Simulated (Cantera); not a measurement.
A closed system holds: 1 mol Si₃N₄, a varied amount of N₂O, 99 mol N₂, held at 1773.15 K and 10.0 Pa.

Method: chemical equilibrium by Gibbs-energy minimisation in Cantera with the NASA 1993 tables (ideal gas, pure condensed phases). Candidate condensed phases: Si, SiO₂, Si₂N₂O, Si₃N₄; 16 gas species. The tables' values for SiN are old estimates; treat these amounts as uncertain. Equilibrium is a limit: real reactors are often held back by kinetics, nucleation or transport.

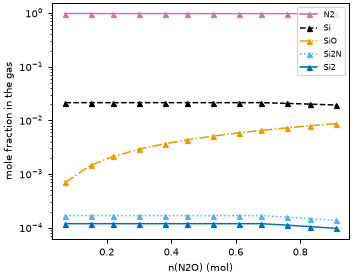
Figure: Equilibrium gas composition (values under 1e-9 drawn at 1e-9)

From 0.072 mol N₂O to 0.68 mol N₂O the condensed part is Si(l). From 0.76 mol N₂O to 0.91 mol N₂O nothing is condensed. The main Si-bearing gas is Si throughout.
